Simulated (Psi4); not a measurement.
**wB97X-V/def2-TZVP run of BH2Cl (SMILES BCl)**

Aim: the vertical ionisation energy of BH2Cl at wB97X-V/def2-TZVP, from 2 runs. 

The calculation is run with Psi4 1.11.

2 further runs of the same task are left out: 2 set aside as unsound or not needed.

## Step 1: The system as given

The species is BH2Cl (4 atoms), meant as a singlet with charge 0. As SMILES, `BCl`. Geometry: relaxed at PBE0-D4/def2-TZVP.

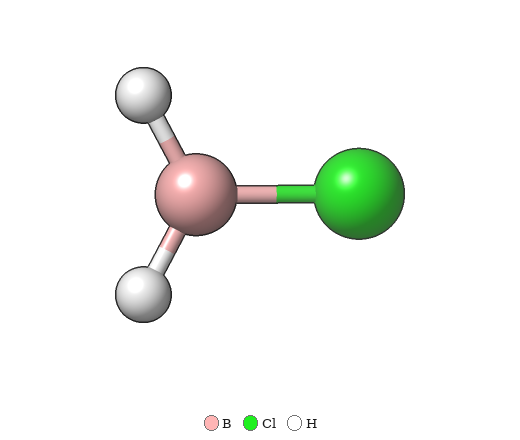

The structure, seen from a chosen angle (boron pink, chlorine green, hydrogen white).

## Step 2: A single-point energy at wB97X-V/def2-TZVP

Contents of bclh2.xyz:

```xyz
4
BClH2
B     -0.116700     0.021700    -0.075300
Cl     1.365000    -0.395300     0.721200
H     -1.106200    -0.559500     0.240400
H     -0.086600     0.872800    -0.906600
```

Contents of job.py:

```python
import psi4

psi4.set_memory('1600 MB')
psi4.set_num_threads(1)
psi4.set_output_file('output.dat', False)

with open('bclh2.xyz') as f:
    atoms = ''.join(f.readlines()[2:])
mol = psi4.geometry('0 1\n' + atoms + 'symmetry c1')

psi4.set_options({
    'basis': 'def2-TZVP',
    'reference': 'rks',
    'puream': True,
    'e_convergence': 1e-09,
    'd_convergence': 1e-08,
    'scf_type': 'pk',
    'dft_radial_points': 99,
    'dft_spherical_points': 590,
})

e = psi4.energy('wb97x-v')
print(f'wb97x-v energy: {e:.10f} Eh')
for k, v in sorted(psi4.core.scalar_variables().items()):
    print(f'{k:45s} {v:18.10f}')
```

The run is started by

```sh
$ python job.py
```

output.dat, cut to the lines that bear on the results:

```text
[...]
  Running in c1 symmetry.
[...]
  Nuclear repulsion =   37.783015982108225
[...]
  Multiplicity = 1
[...]
  Nalpha       = 12
  Nbeta        = 12
[...]
    Number of basis functions: 80
[...]
   @RKS iter   1:  -486.19632301888396   -4.91281e-01   2.86498e-03 DIIS/ADIIS
[...]
   @RKS iter  10:  -486.21240519868576   -4.09273e-12   2.78954e-09 DIIS
[...]
    Orbital Energies [Eh]
    ---------------------
    Doubly Occupied:
       1A   -101.525345     2A     -9.567139     3A     -7.318925
       4A     -7.315947     5A     -7.312790     6A     -6.905660
       7A     -0.978068     8A     -0.641579     9A     -0.520105
      10A     -0.505637    11A     -0.463508    12A     -0.407347
[...]
  @RKS Final Energy:  -486.21240519868576
   => Energetics <=
    Nuclear Repulsion Energy =             37.7830159821082248
    One-Electron Energy =                -744.4299497486377959
    Two-Electron Energy =                 244.8733577748354833
    DFT Exchange-Correlation Energy =     -24.5388238621700339
    Empirical Dispersion Energy =           0.0000000000000000
    VV10 Nonlocal Energy =                  0.0999946551784021
    Total Energy =                       -486.2124051986857580
[...]
 Multipole Moments:
 ------------------------------------------------------------------------------------
     Multipole            Electronic (a.u.)      Nuclear  (a.u.)        Total (a.u.)
 ------------------------------------------------------------------------------------
 L = 1.  Multiply by 2.5417464519 to convert [e a0] to [Debye]
 Dipole X            :          2.0554865           -2.2620037           -0.2065172
 Dipole Y            :         -0.5783438            0.6365030            0.0581592
 Dipole Z            :          1.1047750           -1.2158337           -0.1110587
 Magnitude           :                                                    0.2415903
[...]
```

On the terminal:

```text
wb97x-v energy: -486.2124051987 Eh
CURRENT ENERGY                                   -486.2124051987
CURRENT REFERENCE ENERGY                         -486.2124051987
DD SOLVATION ENERGY                                 0.0000000000
DFT FUNCTIONAL TOTAL ENERGY                      -486.2124051987
DFT TOTAL ENERGY                                 -486.2124051987
DFT VV10 ENERGY                                     0.0999946552
DFT XC ENERGY                                     -24.5388238622
GRID ELECTRONS ALPHA                               12.0000000338
GRID ELECTRONS BETA                                12.0000000338
GRID ELECTRONS TOTAL                               24.0000000676
NUCLEAR REPULSION ENERGY                           37.7830159821
ONE-ELECTRON ENERGY                              -744.4299497486
PCM POLARIZATION ENERGY                             0.0000000000
PE ENERGY                                           0.0000000000
SCF ITERATION ENERGY                             -486.2124051987
SCF ITERATIONS                                     10.0000000000
SCF TOTAL ENERGY                                 -486.2124051987
TWO-ELECTRON ENERGY                               244.8733577748
XC GRID RADIAL POINTS                              99.0000000000
XC GRID SPHERICAL POINTS                          590.0000000000
XC GRID TOTAL POINTS                           223915.0000000000
```

Run time: 27 s. Hardware: 1 thread of Intel Xeon 6975P-C (Granite Rapids), shared host; peak memory 0.79 GiB.

## Step 3: The doublet cation, same level

Contents of calc.dat:

```
memory 1600 MB

molecule {
  1 2
  B
  Cl 1 1.733129
  H 1 1.190198 2 118.12329
  H 1 1.1901 3 123.74734 2 -179.99888
  symmetry c1
}

set {
  basis                def2-TZVP
  reference            uks
  puream               true
  e_convergence        1e-09
  d_convergence        1e-08
  scf_type             pk
  dft_radial_points    99
  dft_spherical_points 590
  maxiter              200
}

e_tot, wfn = energy("wb97x-v", return_wfn=True)
```

The run is started by

```sh
$ psi4 calc.dat calc.out -n 1
```

calc.out, cut to the lines that bear on the results:

```text
[...]
  Running in c1 symmetry.
[...]
  Nuclear repulsion =   37.783013219518132
[...]
  Multiplicity = 2
[...]
  Nalpha       = 12
  Nbeta        = 11
[...]
    Number of basis functions: 80
[...]
   @UKS iter   1:  -485.76381368703483   -5.87722e-02   2.52985e-03 ADIIS/DIIS
[...]
   @UKS iter  13:  -485.79065326655797   -5.62750e-12   4.40996e-09 DIIS
[...]
   @S^2 Observed:                7.563148734E-01
[...]
    Orbital Energies [Eh]
    ---------------------
    Alpha Occupied:
       1A   -101.890723     2A     -9.926093     3A     -7.685287
       4A     -7.674493     5A     -7.670487     6A     -7.199579
       7A     -1.315160     8A     -0.941850     9A     -0.839154
      10A     -0.808016    11A     -0.775349    12A     -0.734487
    Alpha Virtual:
      13A     -0.241401    14A     -0.093205    15A     -0.076396
      16A     -0.025253    17A     -0.023129    18A      0.002396
      19A      0.008081    20A      0.008126    21A      0.124848
      22A      0.126558    23A      0.140310    24A      0.173385
      25A      0.180248    26A      0.242691    27A      0.294727
[...]
  @UKS Final Energy:  -485.79065326655797
   => Energetics <=
    Nuclear Repulsion Energy =             37.7830132195181321
    One-Electron Energy =                -736.6123601994945602
    Two-Electron Energy =                 237.3005858639545238
    DFT Exchange-Correlation Energy =     -24.3588512941717745
    Empirical Dispersion Energy =           0.0000000000000000
    VV10 Nonlocal Energy =                  0.0969591436357043
    Total Energy =                       -485.7906532665579107
[...]
 Multipole Moments:
 ------------------------------------------------------------------------------------
     Multipole            Electronic (a.u.)      Nuclear  (a.u.)        Total (a.u.)
 ------------------------------------------------------------------------------------
 L = 1.  Multiply by 2.5417464519 to convert [e a0] to [Debye]
 Dipole X            :         -0.0000192            0.0000181           -0.0000011
 Dipole Y            :         -0.0000717            0.0001368            0.0000651
 Dipole Z            :          1.6747081           -2.6457608           -0.9710527
 Magnitude           :                                                    0.9710527
[...]
```

Wall time 36 s (1 thread of Intel Xeon 6975P-C (Granite Rapids), shared host); peak memory 0.8 GiB.

## Step 4: Outcome

At wB97X-V/def2-TZVP:

| quantity | value |
| --- | --- |
| singlet BH2Cl: total energy | -486.21241 Eh |
| singlet BH2Cl: dipole moment | 0.61 D |
| singlet BH2Cl: HOMO energy | -11.08 eV |
| singlet BH2Cl: LUMO energy | 0.44 eV |
| singlet BH2Cl: HOMO–LUMO gap | 11.52 eV |
| doublet cation: total energy | -485.79065 Eh |
| doublet cation: HOMO energy (highest over α and β) | -19.99 eV |
| doublet cation: LUMO energy (lowest over α and β) | -11.89 eV |
| doublet cation: ⟨S²⟩ | 0.756 |
| vertical ionisation energy (to the doublet cation) | 11.476 eV |

What this shows: Removing an electron at fixed nuclei costs 11.48 eV (1107 kJ/mol). The negative HOMO energy of the first species, 11.08 eV, lies 0.39 eV below that difference.
